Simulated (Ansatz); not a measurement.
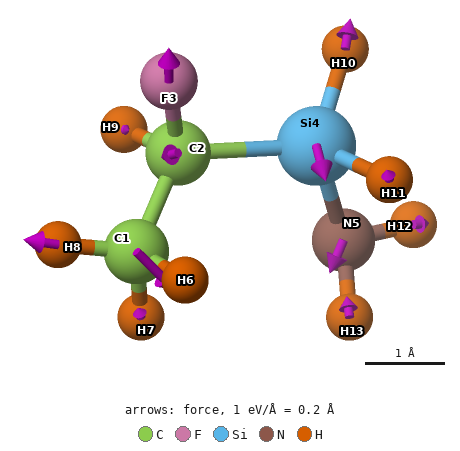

Starting geometry of C2H8FNSi (coarse preliminary run) with the computed forces as purple arrows. The picture is a ball-and-stick view, seen from a free direction.

The start comes from a force field.

These are results of Ansatz, RKS PBE-D4/def2-SVP, not measurements. Settings: force threshold 0.03 eV/Å; at most 200 steps.

Is this structure relaxed? If not, where do the atoms go?

It isn't relaxed: the largest force vector, on C1, is 3.96 eV/Å. The final displacements follow the starting forces only in part (cosine between the two patterns 0.31). H11 moves most after the best rigid fit: 0.34 Å. By element the largest moves are H 0.34 Å, Si 0.14 Å, F 0.11 Å, N 0.09 Å, C 0.08 Å. Among the contacts that change: Si4–H10 1.403 → 1.503 Å, C1–H8 1.045 → 1.110 Å, C2–F3 1.355 → 1.412 Å, C2–Si4 1.874 → 1.917 Å. Bond angles that change, for instance: N5–Si4–H11 100.4° → 115.6°, Si4–N5–H12 108.7° → 117.6°, C1–C2–Si4 120.6° → 114.5°. The energy falls by 0.656 eV in 7 accepted moves (9 points after the start). Largest force component: 3 eV/Å at the start, 0.011 eV/Å at the end. The line search rejected the trial steps at points 3, 5 of the run. Cost: 15 s on 4 threads of Arm Neoverse V1 (shared host).
